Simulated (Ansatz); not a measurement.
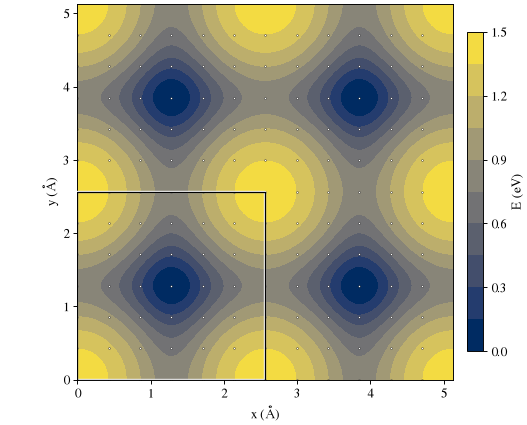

Si on a Cu(100) slab cut from the Fm-3m phase, its upper half relaxed before the scan (12 atoms of substrate and one adsorbate in a 2 × 2 cell). 
- Si is moved over the surface cell; relaxed at each place: the height of the adsorbate's atoms; substrate rigid; the origin of the map has the adsorbate above Cu9.
- Places are given modulo a cell vector. The map is drawn in real space over the plane of the surface.
- The grid has 6 × 6 points; 10 points were computed and 26 follow by symmetry.
- Places are given in fractions of the 1 × 1 surface cell.
- All energies are given in eV relative to the lowest grid point.
- Computed with DFT PBE, scalar-relativistic, plane waves, PAW in Ansatz 0.2.0. Settings: cutoff 420 eV, k-mesh 5×5×1, gaussian smearing 0.1 eV, no spin polarisation.

The picture shows filled contours, dots at the grid points, the outline of one cell of the 2 × 2 shown. Between grid points the surface is interpolated.

The lowest grid point is at a fourfold hollow over a second-layer Cu atom, (3/6, 3/6) of the cell vectors. It is the only kind of minimum in the scanned range. The highest grid point, the top site over a surface Cu atom, (0/6, 0/6) of the cell vectors, lies 1.45 eV above the lowest. On the interpolated surface the easiest way out of the lowest well to its copy in the next cell or period passes a barrier of about 0.81 eV. At the lowest point the adsorbate has 4 Cu at 2.31 Å as nearest neighbours, at the highest 1 Cu at 2.12 Å. Its relaxed height above the top atom is 1.44 Å at the lowest and 2.12 Å at the highest point.

The system is changed to Si on an Al(100) slab cut from the Fm-3m phase, its upper half relaxed before the scan (12 atoms of substrate and one adsorbate in a 2 × 2 cell); all else is set up alike.

What does this change do to the map?

Answer. The lowest place stays at a fourfold hollow over a second-layer Al atom, (3/6, 3/6) of the cell vectors. The span from the lowest to the highest grid point grows from 1.45 to 1.60 eV. The easiest pass out of the lowest well goes from about 0.81 to about 0.84 eV on the interpolated surfaces. In the new map: at the lowest point the adsorbate has 4 Al at 2.60 Å as nearest neighbours, at the highest 1 Al at 2.33 Å. Its relaxed height above the top atom is 1.64 Å at the lowest and 2.33 Å at the highest point.

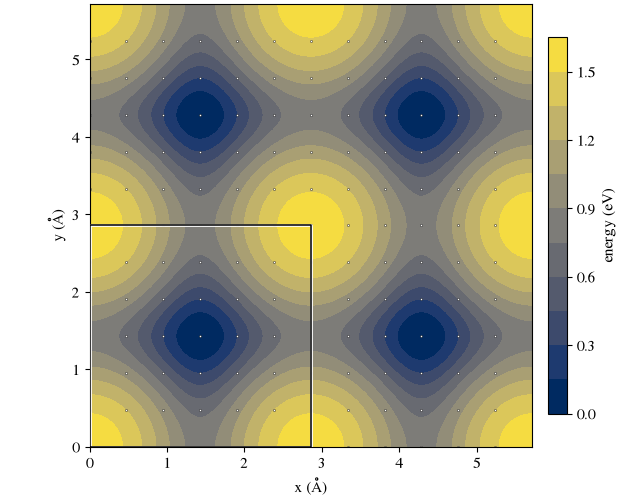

The map after the change, on a colour scale of its own. Drawn: filled contours, dots at the grid points, the outline of one cell of the 2 × 2 shown. Between grid points the surface is interpolated.
